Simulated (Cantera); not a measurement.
Feed: 1 mol TiCl₄, 18 mol O₂, 470 mol H₂, at 0.405 Torr.

These are equilibrium values from Cantera (NASA tables, ideal gas, pure condensed phases), not measurements of a reactor. Candidate condensed phases: H₂O, Ti, TiCl₂, TiCl₃, TiCl₄, TiO, TiO₂, Ti₂O₃, Ti₃O₅, Ti₄O₇; 23 gas species. Mutual solubility and eutectic melting of coexisting phases are not modelled. Condensed phases not in the tables: Magnéli phases beyond Ti₄O₇. Equilibrium is a limit: real reactors are often held back by kinetics, nucleation or transport.

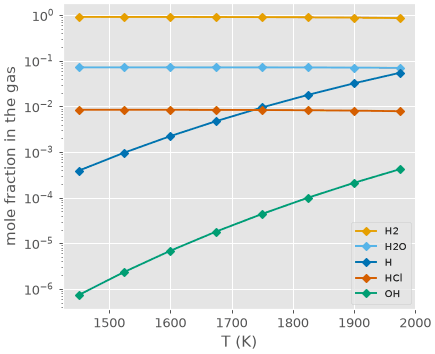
Equilibrium gas composition (values under 1e-9 drawn at 1e-9)

### Question
Read off the mole fractions at 1450 K.

### Answer
H₂ about 0.92, H₂O about 0.072, HCl about 0.0085, H about 0.00039, OH about 7.3e-7.
